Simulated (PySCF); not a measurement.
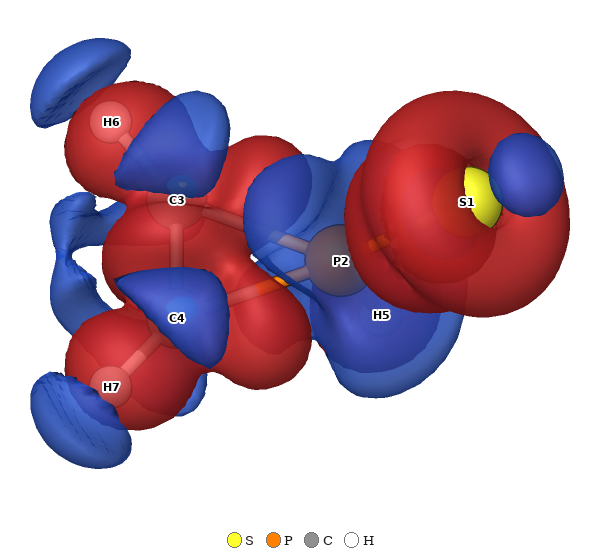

Figure. C2H3PS, SMILES `S=[PH]1C=C1`. Deformation density (molecule less spherical, spin-averaged free atoms at the same positions), surfaces at ±0.04 e/Å³; red: gain, blue: loss.

Level of theory: ωB97X/aug-cc-pVDZ (PySCF), at a geometry from GFN2-xTB. No frequency check shows the geometry to be a minimum. GFN2-xTB bond lengths at metals and heavier atoms can be off by up to 0.1 Å and shapes distorted, which carries into these values.

Input script:

```python
import numpy as np
from pyscf import gto, scf, dft
from pyscf.scf import atom_ks, atom_hf
from scipy.linalg import block_diag

def solve(mol, dm0=None, hcore=None):
    mf = (dft.UKS if mol.spin else dft.RKS)(mol, xc='wb97x')
    mf.grids.level = 3
    mf = mf.density_fit(auxbasis='def2-universal-jkfit')
    mf.conv_tol, mf.max_cycle = 1e-8, 80
    if hcore is not None:
        mf.get_hcore = lambda *args: hcore
    mf.kernel(dm0)
    if not mf.converged:
        mf = mf.newton().run(mf.mo_coeff, mf.mo_occ, max_cycle=30)
    assert mf.converged, 'SCF not converged'
    return mf

mol = gto.M(atom='''
S     -1.64872     0.06280     0.25516
P      0.13569    -0.11318    -0.46009
C      1.63437    -0.57992     0.43480
C      1.63436     0.71556     0.11614
H      0.34063    -0.44341    -1.79730
H      2.19565    -1.28671     1.01136
H      2.19563     1.60916     0.29903
''', basis='aug-cc-pvdz', charge=0, spin=0, verbose=4)
mf = solve(mol)
mf.analyze()
# spherically averaged free atoms, for the promolecule
atm = atom_ks.get_atm_nrks(mol, xc='wb97x')
pro = block_diag(*[(atm[a[0]][2] * atm[a[0]][3]) @ atm[a[0]][2].T for a in mol._atom])
np.savez('result.npz', e=mf.e_tot, c=mf.mo_coeff, occ=mf.mo_occ, eps=mf.mo_energy, pro=pro, dip=mf.dip_moment(verbose=0), s2=mf.spin_square()[0])
```

Run with:

```sh
OMP_NUM_THREADS=1 python input.py
```

The run took 29 s on 1 thread of Intel(R) Xeon(R) Processor @ 2.50GHz (Skylake/Cascade Lake), on a shared host, peak memory 0.51 GiB.

Partitions, critical points and surface values were worked out afterwards from this run's density.

### How much density has each bond gained at its critical point, relative to the free atoms?

C3–H6 and C4–H7: +0.76 e/Å³ at the bond critical point (bond length 1.07 Å). C3–C4: +0.64 e/Å³ at the bond critical point (bond length 1.33 Å). P2–H5: +0.22 e/Å³ at the bond critical point (bond length 1.39 Å). S1–P2: +0.20 e/Å³ at the bond critical point (bond length 1.93 Å). P2–C3 and P2–C4: +0.05 e/Å³ at the bond critical point (bond length 1.81 Å); up to 0.6 Å beside the axis the gain reaches +0.31 e/Å³. In all, 1.9 electrons gather in the regions of gain relative to the promolecule. A small or negative value marks a very polar bond, one between electron-rich atoms, whose free-atom densities already overlap strongly, a long bond to a heavier atom, or a closed-shell contact such as a hydrogen bond.

### Where do the Hirshfeld charges lie?

The highest Hirshfeld charge is on P2 (+0.27 e), the lowest on S1 (−0.31 e).
